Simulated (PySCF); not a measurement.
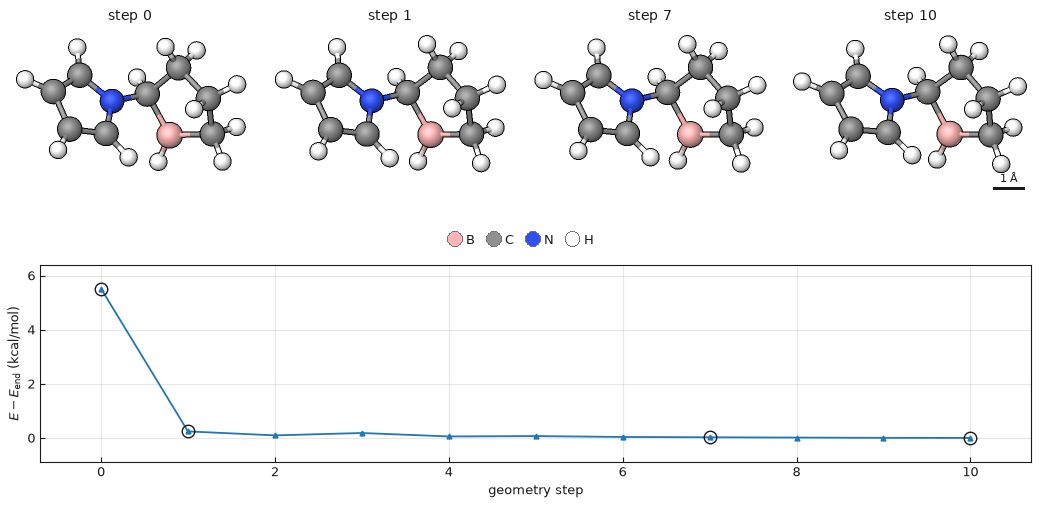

Frames of a relaxation of C₈H₁₂BN, marked on the history of the run. The picture is a ball-and-stick view, seen at a tilt.

The start comes from GFN2-xTB. Its atoms were then displaced at random by about 0.01 Å.

The calculation used PBE0-D3(BJ)/def2-SVP geometry optimisation, gas phase in PySCF. 

> What happens along the run?

The atom that moves furthest after the best rigid fit is an H atom (0.18 Å). By element the largest moves are H 0.18 Å, C 0.09 Å, B 0.04 Å, N 0.04 Å. Some distances before and after: B–H 1.158 → 1.207 Å, C–H 1.051 → 1.088 Å, B–C 1.569 → 1.602 Å, B–C 1.593 → 1.561 Å. Among the angles between lasting bonds that change: B–C–H 108.8° → 101.5°, C–C–H 111.3° → 116.3°, C–C–N 109.4° → 113.3°. Over 10 geometry steps the energy falls by 5.51 kcal/mol. From step 0 to 1: an H atom moves most (0.12 Å), energy −5.27 kcal/mol. From step 1 to 7: an H atom moves most (0.06 Å), energy −0.22 kcal/mol. From step 7 to 10: an H atom moves most (0.12 Å), energy −0.02 kcal/mol.

```json
{"step": "0", "E − E(0), kcal/mol": "0.00"}
{"step": "1", "E − E(0), kcal/mol": "-5.27"}
{"step": "2", "E − E(0), kcal/mol": "-5.42"}
{"step": "3", "E − E(0), kcal/mol": "-5.33"}
{"step": "4", "E − E(0), kcal/mol": "-5.46"}
{"step": "5", "E − E(0), kcal/mol": "-5.45"}
{"step": "6", "E − E(0), kcal/mol": "-5.48"}
{"step": "7", "E − E(0), kcal/mol": "-5.49"}
{"step": "8", "E − E(0), kcal/mol": "-5.50"}
{"step": "9", "E − E(0), kcal/mol": "-5.51"}
{"step": "10", "E − E(0), kcal/mol": "-5.51"}
```
